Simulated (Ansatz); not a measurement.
# AlHO (singlet): trial inputs and their diagnosis at distance Al1–O2 = 2.179 Å

3 inputs are run for AlHO (singlet) as typed; the log has to tell whether the result can be used and what must change.

Program: Ansatz 0.2.0, Gaussian basis. Level of theory: the settings change from run to run. These are calculated values, not measurements.

43 further runs of the same task are left out: 21 for a known fault of the program, 16 that didn't finish, 6 set aside as unsound or not needed.

### Step 1. The system

The geometry derives from a PBE0/def2-TZVP stationary point (not a proven minimum). One bond is set to the value named and the two fragments are kept rigid.

3 atoms, charge 0, spin multiplicity 1.

Atoms are counted from 1 here; the program's logs count them from 0.

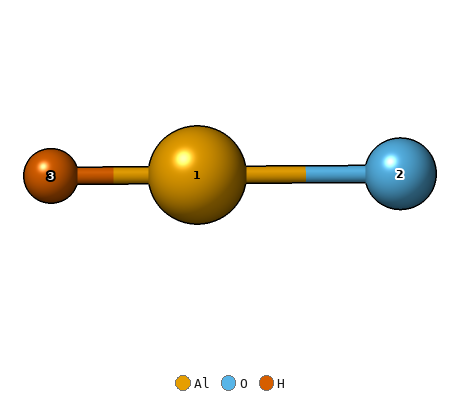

The structure; aluminium amber, oxygen blue, hydrogen orange; atoms are numbered from 1 in the order of the file.

Geometry (Å):

```xyz
3
charge 0, multiplicity 1
Al    0.0000    0.0000    0.2036
O     0.0000    0.0000   -1.9754
H     0.0000    0.0000    1.7719
```

### Step 2. Try 1

Input file in.yaml:

```yaml
crystal:
  periodic: [false, false, false]
  atoms:
    - {symbol: Al, position_ang: [0.000000, 0.000000, 0.203555]}
    - {symbol: O, position_ang: [0.000000, 0.000000, -1.975445]}
    - {symbol: H, position_ang: [0.000000, 0.000000, 1.771890]}
basis:
  gaussian: {orbitals: 6-31G}
correlation: {method: fic_mrcisd_q_relaxed, electrons: outside_noble_gas, active_space: {window: {electrons: 4, orbitals: 2}, states: [{multiplicity: 1, weights: [0.5, 1, 1]}]}}
```

On the command line:

```console
> ansatz run in.yaml --threads 1 --pin off --events-out ev --progress --plain --max-ram 2393MiB
```

What it wrote:

```text
Functional definition: HF
  name "HF"
  cite "Fock, Z. Phys. 61, 126 (1930) doi:10.1007/BF01340294"
  parent pbe
  exchange = exact_x
  correlation = 0
435 factors; integrals over basis functions are off by at most 1.3e-7 eV
mean field evaluation 1: about -8619.3986 eV, gradient 5.8e1 eV
mean field evaluation 2: about -8619.3990 eV, gradient 5.8e1 eV
mean field evaluation 4: about -8628.5351 eV, gradient 1.8e1 eV
mean field evaluation 8: about -8630.2551 eV, gradient 1.1e0 eV
mean field evaluation 16: about -8625.5641 eV, gradient 6.5e0 eV
mean field evaluation 32: about -8625.5641 eV, gradient 6.5e0 eV
mean field -8630.25707871 eV, -317.1560978443 hartree, gradient 6.9e-6 eV, S^2 0.000000; 4 other end points of the search recorded, 0 dependent functions left out; unrestricted orbitals would lower it
reference -8630.25707871 eV, -317.1560978443 hartree; 11, 11 occupied and 13, 13 virtual orbitals, 435 factors
Error: 3 states are sought, and the space of determinants holds 1 states of this symmetry and spin
```

Wall time 0.24 s (1 thread of Arm Neoverse V1, shared host).

What is wrong: The run stopped with an error. It says: «3 states are sought, and the space of determinants holds 1 states of this symmetry and spin». Cure: ask for fewer states or enlarge the space.

### Step 3. Try 2

Input file in.yaml:

```yaml
crystal:
  periodic: [false, false, false]
  atoms:
    - {symbol: Al, position_ang: [0.000000, 0.000000, 0.203555]}
    - {symbol: O, position_ang: [0.000000, 0.000000, -1.975445]}
    - {symbol: H, position_ang: [0.000000, 0.000000, 1.771890]}
basis:
  gaussian: {orbitals: 6-31G}
magnetization: {spin_polarized: true, initial_magnetization: 1}
correlation: {method: ccsd_t, electrons: outside_noble_gas}
accuracy: high
output: {forces: true}
```

The command is unchanged.

What it wrote:

```text
Error: a molecule whose nuclei and cores have a total charge of 22 cannot have a net charge of 0 together with 1 unpaired electrons
```

Run time: 0.03 s. Hardware: 1 thread of Arm Neoverse V1, shared host.

What is wrong: The run was refused. The number of unpaired electrons doesn't fit the electron count. Fix: make charge and initial_magnetization agree.

### Step 4. Try 3

Input file in.yaml:

```yaml
crystal:
  periodic: [false, false, false]
  atoms:
    - {symbol: Al, position_ang: [0.000000, 0.000000, 0.203555]}
    - {symbol: O, position_ang: [0.000000, 0.000000, -1.975445]}
    - {symbol: H, position_ang: [0.000000, 0.000000, 1.771890]}
basis:
  gaussian: {orbitals: 6-31G}
magnetization: {spin_polarized: false, initial_magnetization: 1}
correlation: {method: ccsdt_q_b, electrons: outside_noble_gas}
```

Launched as before.

What it wrote:

```text
Error: a molecule whose nuclei and cores have a total charge of 22 cannot have a net charge of 0 together with 1 unpaired electrons
```

It took 0.03 s on 1 thread of Arm Neoverse V1, shared host.

What is wrong: The run was refused. The number of unpaired electrons doesn't fit the electron count. To mend it, make charge and initial_magnetization agree.

### Step 5. Summary

```
try                         level                ended                                                                                        cause    time
  1  MRCISD+Q(relaxed)(4,2)/6-31G  stopped by an error  3 states are sought, and the space of determinants holds 1 states of this symmetry and spin  0.24 s
  2          CCSD(T) on UHF/6-31G              refused                              the number of unpaired electrons doesn't fit the electron count  0.03 s
  3      CCSDT(Q)/B on ROHF/6-31G              refused                              the number of unpaired electrons doesn't fit the electron count  0.03 s
```

1 stopped by an error, 2 refused.
